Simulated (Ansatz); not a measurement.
Reaction (SMILES): OO (H2O2) + H+ → [OH2+]O
B3LYP-D3(BJ)/def2-TZVP geometries, fixed; electronic energies without zero-point terms; positive where energy is released.

Basis-set convergence of the proton affinity at MP2 with Ansatz (a program for electronic structure). Cartesian d functions, on some or all atoms, in 6-31G*; all else is spherical. Cores are frozen. No added dispersion term, no relativity. Functions are those of the species that has most. Reference: Hartree-Fock in aug-cc-pVQZ plus the correlation part extrapolated as X^-3 from aug-cc-pVTZ and aug-cc-pVQZ, 163.46 kcal/mol, itself unsure by roughly 0.15 kcal/mol (a third of the extrapolation step and of the last Hartree-Fock step). Deviations are taken from unrounded values.

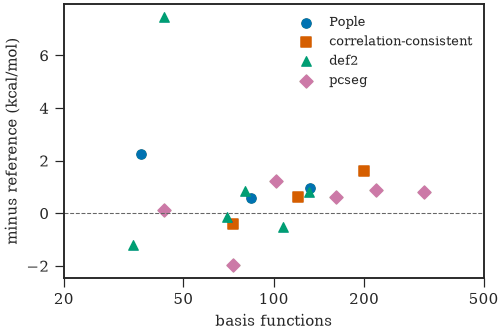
Deviation from the reference against the number of basis functions, by family of sets.

| basis | functions | proton affinity (kcal/mol) | minus reference (kcal/mol) |
|---|---|---|---|
| def2-SV(P) | 34 | 162.25 | -1.20 |
| 6-31G* | 36 | 165.69 | 2.24 |
| def2-SVP | 43 | 170.92 | 7.46 |
| pcseg-1 | 43 | 163.58 | 0.12 |
| def2-SVPD | 70 | 163.32 | -0.14 |
| aug-cc-pVDZ | 73 | 163.05 | -0.40 |
| aug-pcseg-1 | 73 | 161.47 | -1.99 |
| def2-TZVP | 80 | 164.31 | 0.86 |
| 6-311++G(2d,2p) | 84 | 164.03 | 0.57 |
| pcseg-2 | 102 | 164.67 | 1.21 |
| def2-TZVPD | 107 | 162.91 | -0.54 |
| jun-cc-pV(T+d)Z | 120 | 164.08 | 0.62 |
| def2-TZVPPD | 131 | 164.28 | 0.82 |
| 6-311++G(3df,3pd) | 132 | 164.42 | 0.96 |
| aug-pcseg-2 | 161 | 164.08 | 0.62 |
| cc-pVQZ | 200 | 165.07 | 1.61 |
| pcseg-3 | 219 | 164.33 | 0.87 |
| aug-pcseg-3 | 317 | 164.25 | 0.80 |
